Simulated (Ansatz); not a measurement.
## Electronic structure of H3O3STa in real space

Input

```
crystal:
  periodic: [false, false, false]
  atoms:
    - {symbol: O, position_ang: [-1.013882, 1.558342, 0.113898]}
    - {symbol: O, position_ang: [0.907724, -0.348308, 1.604402]}
    - {symbol: O, position_ang: [-1.051809, -1.468869, -0.505817]}
    - {symbol: S, position_ang: [1.546034, 0.298489, -1.594237]}
    - {symbol: Ta, position_ang: [0.050148, 0.000686, -0.047009]}
    - {symbol: H, position_ang: [-1.052074, 2.420404, -0.308451]}
    - {symbol: H, position_ang: [1.814052, -0.423420, 1.914122]}
    - {symbol: H, position_ang: [-1.108092, -2.094425, -1.232806]}
basis:
  gaussian: {orbitals: def2-TZVPD}
hamiltonian: {xc: pbe0}
output: {forces: true, orbitals: {seedname: orbitals}}
```

Run with:

```sh
ansatz run input.yaml --threads 2 --pin off --max-ram 5220MiB --events-out events.jsonl --progress --plain --runs-dir runs
```

Geometry: PBE0-D4/def2-SVP; core potentials replace the inner electrons of Ta.

Theory: isolated molecule in a Gaussian basis; Kohn-Sham density functional theory, functional PBE0 (Ansatz).

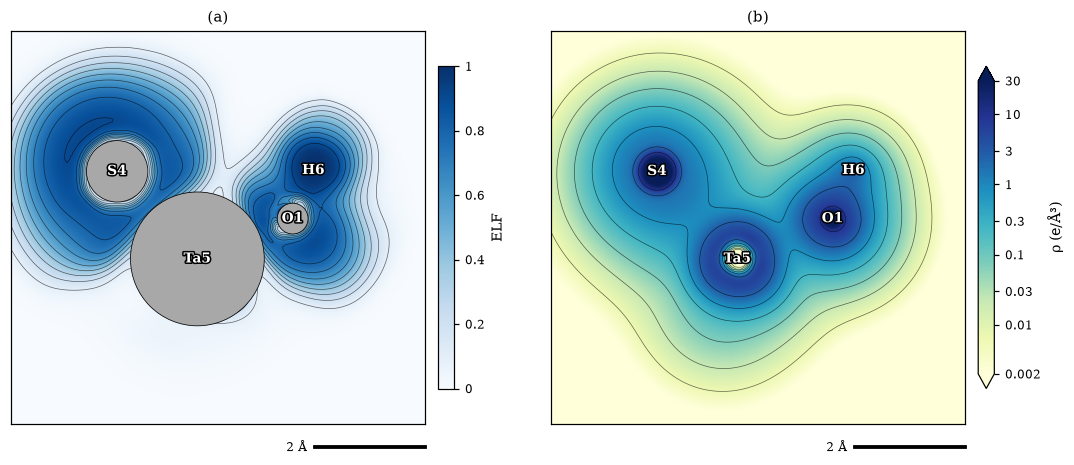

Figure 1. (a) electron localisation function; (b) electron density on the plane of atoms O1, Ta5 and S4. Grey discs cover the atomic cores in the ELF map.

**Read the bonding off the picture.**

- The plane passes through O, S, Ta and H nuclei.
- Ta–O (1.89 Å): ρ is about 1 e/Å³ halfway; the ELF peaks at about 0.85 in the valence shell of O, 0.5 Å from its nucleus, and drops to about 0.25 between the two atoms.
- Ta–S (2.17 Å): ρ at the midpoint is about 0.95 e/Å³; the ELF peaks at about 0.75 in the valence shell of S, 0.8 Å from its nucleus, and is about 0.50 at the midpoint.
- O–H (0.96 Å): ρ at the midpoint is about 3.8 e/Å³; the ELF climbs to about 1 towards the hydrogen, as it does in any bond to H; a covalent bond by its length.

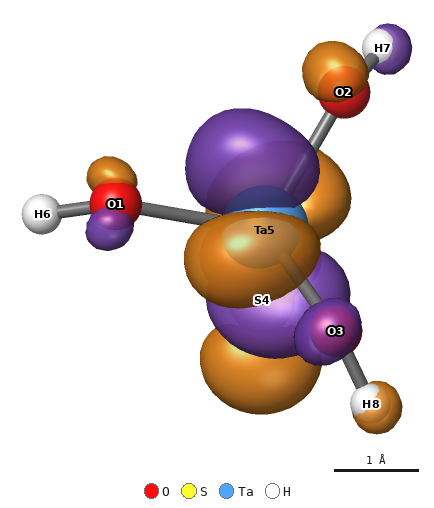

Figure 2. The LUMO at ±0.15 Å⁻³ᐟ² (orange and purple are the two phases), seen at a tilt.

**What is the character of this orbital?**

It lies mainly on Ta5 (about 55 %) and S4 (about 25 %). It is one of a degenerate set, so its orientation is arbitrary. Its energy is −1.13 eV.
